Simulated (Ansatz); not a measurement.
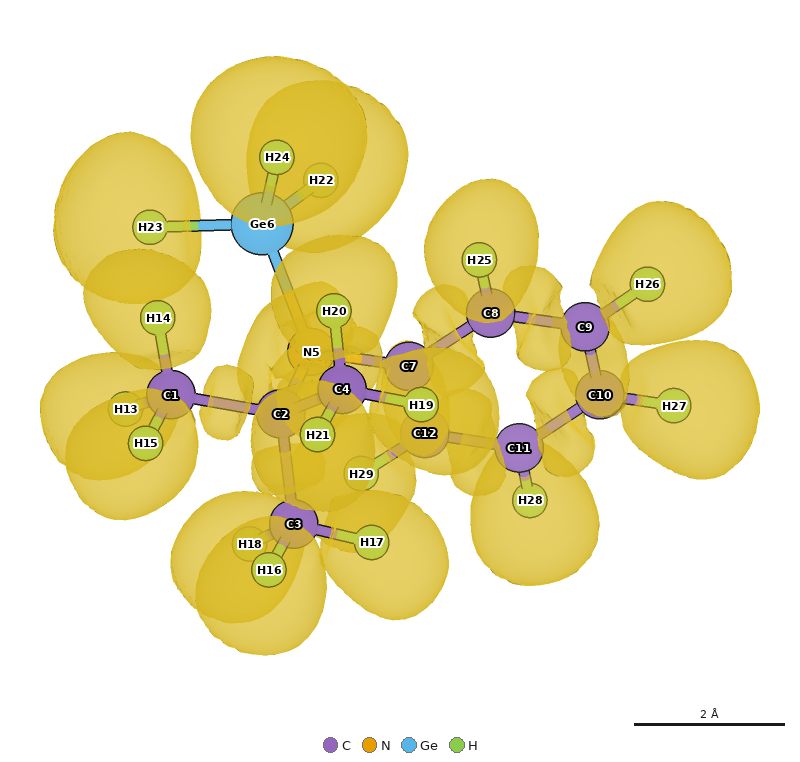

Figure 1: C$_{10}$H$_{17}$GeN. Isosurface of the ELF at 0.75 (yellow), seen at a tilt. Only the valence region is drawn (cores and ρ < 0.01 e/Å³ removed).

Geometry: PBE0-D4/def2-TZVP.

The calculation used RKS PBE0-D4/def2-TZVPP (Ansatz 0.2.0).

The calculation's input:

```
crystal:
  periodic: [false, false, false]
  atoms:
    - {symbol: C, position_ang: [-2.741486, 0.738140, 0.167230]}
    - {symbol: C, position_ang: [-1.390224, 0.138667, 0.532160]}
    - {symbol: C, position_ang: [-1.570734, -1.361248, 0.747782]}
    - {symbol: C, position_ang: [-0.891446, 0.775729, 1.830511]}
    - {symbol: N, position_ang: [-0.453045, 0.376323, -0.588281]}
    - {symbol: Ge, position_ang: [-0.489923, 1.961117, -1.543176]}
    - {symbol: C, position_ang: [0.831701, -0.222444, -0.494498]}
    - {symbol: C, position_ang: [1.905124, 0.423843, 0.117639]}
    - {symbol: C, position_ang: [3.158211, -0.167751, 0.169163]}
    - {symbol: C, position_ang: [3.359035, -1.422791, -0.383833]}
    - {symbol: C, position_ang: [2.300416, -2.074667, -0.999925]}
    - {symbol: C, position_ang: [1.052088, -1.477048, -1.060037]}
    - {symbol: H, position_ang: [-3.108810, 0.326165, -0.774937]}
    - {symbol: H, position_ang: [-2.693735, 1.827465, 0.075085]}
    - {symbol: H, position_ang: [-3.469109, 0.515234, 0.949964]}
    - {symbol: H, position_ang: [-2.290138, -1.535208, 1.551382]}
    - {symbol: H, position_ang: [-0.632415, -1.842038, 1.028373]}
    - {symbol: H, position_ang: [-1.944861, -1.838784, -0.160402]}
    - {symbol: H, position_ang: [0.063730, 0.344379, 2.136189]}
    - {symbol: H, position_ang: [-0.759566, 1.854332, 1.709588]}
    - {symbol: H, position_ang: [-1.607428, 0.611493, 2.639974]}
    - {symbol: H, position_ang: [0.729981, 1.897779, -2.469557]}
    - {symbol: H, position_ang: [-1.786849, 2.053020, -2.364082]}
    - {symbol: H, position_ang: [-0.397389, 3.216878, -0.640843]}
    - {symbol: H, position_ang: [1.751453, 1.406110, 0.551823]}
    - {symbol: H, position_ang: [3.980578, 0.355457, 0.644211]}
    - {symbol: H, position_ang: [4.337523, -1.887118, -0.343689]}
    - {symbol: H, position_ang: [2.450755, -3.050579, -1.448024]}
    - {symbol: H, position_ang: [0.226762, -1.970456, -1.559289]}
basis:
  gaussian: {orbitals: def2-TZVPP}
hamiltonian: {xc: pbe0, dispersion: d4}
output: {orbitals: {seedname: orbitals}}
```

Command:

```sh
ansatz run in.yaml --threads 11 --pin off --events-out ev --progress --plain --max-ram 174080MiB --backend cuda --devices 0, --max-vram 75GiB
```

Where are the electrons localised?

The ELF exceeds this value in nine regions between bonded C–C atoms (shared pairs), 17 regions around hydrogen nuclei and one region on N in which the atom's valence shell and bonds are merged. Profiles from the grid: C–C (1.39 Å): the ELF peaks at about 0.95 between the atoms (a covalent bond). C–N (1.42 Å): the ELF peaks at about 0.90 between the atoms; a covalent bond.
